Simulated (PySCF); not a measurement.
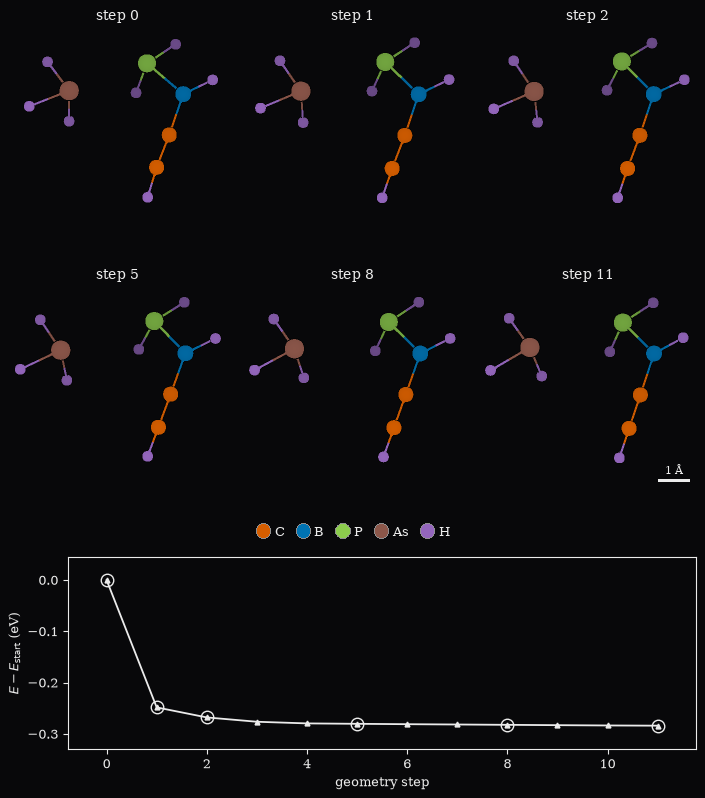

Frames of a relaxation of C₂H₇AsBP, marked on the history of the run. The picture is a ball-and-stick view, seen at a tilt.

The start comes from GFN2-xTB. Its atoms were then displaced at random by about 0.01 Å.

Level of theory: PBE0-D3(BJ)/def2-SVP geometry optimisation, gas phase in PySCF. 

Q: Describe the path.

A: The As atom moves most after the best rigid fit: 0.38 Å. By element the largest moves are As 0.38 Å, H 0.34 Å, P 0.26 Å, C 0.11 Å, B 0.04 Å. Some distances before and after: As–P 3.134 → 3.719 Å, As–H 1.475 → 1.524 Å, B–H 1.161 → 1.208 Å, As–H 1.497 → 1.528 Å. Among the angles between lasting bonds that change: H–P–H 95.4° → 99.6°, C–B–P 117.1° → 121.2°, B–P–H 98.8° → 102.8°. After 11 geometry steps the energy has fallen by 0.284 eV. From step 0 to 1: H atoms move most (0.15 Å), energy −0.248 eV. From step 1 to 2: an H atom moves most (0.08 Å), energy −0.020 eV. From step 2 to 5: As and H atoms move most (0.13 Å), energy −0.012 eV. From step 5 to 8: an H atom moves most (0.11 Å), energy −0.002 eV. From step 8 to 11: an H atom moves most (0.11 Å), energy −0.002 eV.

| step | E − E(0), eV |
| --- | --- |
| 0 | 0.0000 |
| 1 | -0.2482 |
| 2 | -0.2678 |
| 3 | -0.2762 |
| 4 | -0.2794 |
| 5 | -0.2802 |
| 6 | -0.2809 |
| 7 | -0.2815 |
| 8 | -0.2822 |
| 9 | -0.2828 |
| 10 | -0.2834 |
| 11 | -0.2838 |

Limits of the set-up: the start holds two separate molecules, 2.8 Å apart at their closest, whose relative position is a soft coordinate.
